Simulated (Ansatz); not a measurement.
OZn$_{2}$

```json
{"atom": "Zn", "x (Å)": "-1.7969", "y (Å)": "-0.2126", "z (Å)": "-0.0077"}
{"atom": "Zn", "x (Å)": "1.7968", "y (Å)": "0.2128", "z (Å)": "0.0077"}
{"atom": "O", "x (Å)": "0.0000", "y (Å)": "-0.0002", "z (Å)": "0.0000"}
```

Geometry: PBE-D4/def2-TZVP.

Computed with RKS PBE0-D4/def2-TZVP in Ansatz.

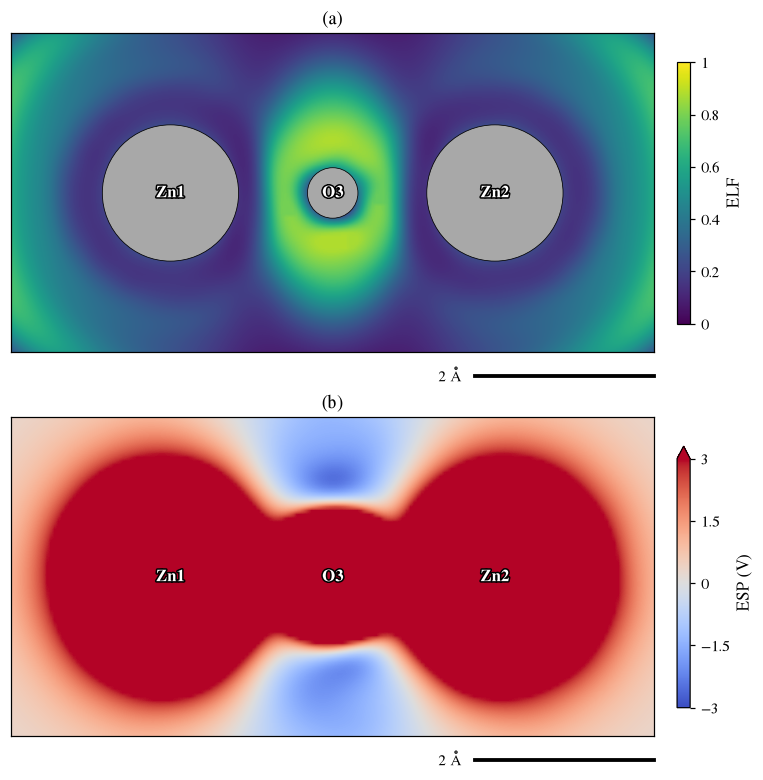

Figure 1. (a) electron localisation function; (b) electrostatic potential on a plane that holds the molecular axis. Grey discs cover the atomic cores in the ELF map.

Q: What do the fields say about this system?

A:
- Atoms in the plane: Zn and O.
- Zn–O (1.81 Å): the ELF peaks at about 0.75 in the valence shell of O, 0.6 Å from its nucleus, and is about 0.15 at the midpoint.
- The ELF also peaks beside O3, away from the bonds: lone-pair regions.
- Outside the dense part of the molecule the potential is most negative (−2.3 V) near O3.

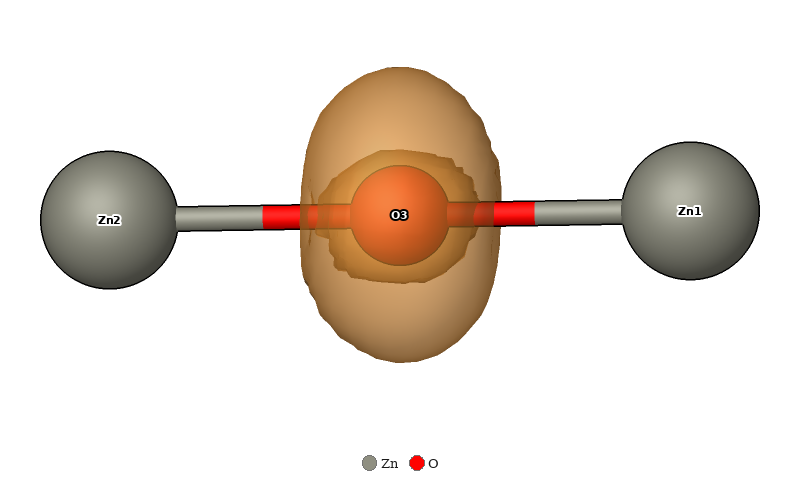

Figure 2. Isosurface of the ELF at 0.75 (orange), seen from one side. Core shells and regions of very low density are left out.

Q: Identify the bonds, lone pairs and shells in this picture.

A: The ELF exceeds this value in one region wrapped around O (its valence shell).

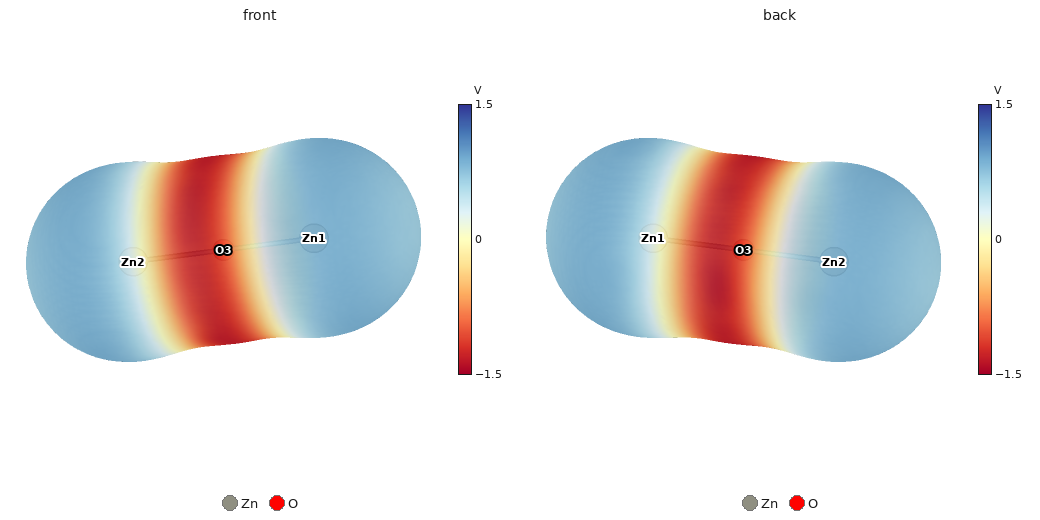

Figure 3. The electrostatic potential painted on the density surface at 0.002 e/bohr³, seen from the front and from behind; the colour scale runs from red (negative) to blue (positive).

Q: Describe the electrostatic potential map.

A: The most negative region (about −1.4 V) lies over O3, the most positive (about +0.9 V) over Zn1 and Zn2. O3 is the likeliest acceptor of a hydrogen bond.

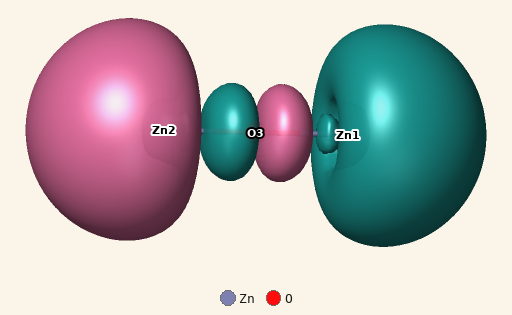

Figure 4. The LUMO at ±0.05 Å⁻³ᐟ² (teal and pink are the two phases), seen from one side.

Q: Where does this orbital lie, and at what energy?

A: It lies mainly on Zn1 (about 45 %), Zn2 (about 45 %) and O3 (about 15 %); it is of σ type; it is ungerade (odd under inversion). Its energy is −3.53 eV.
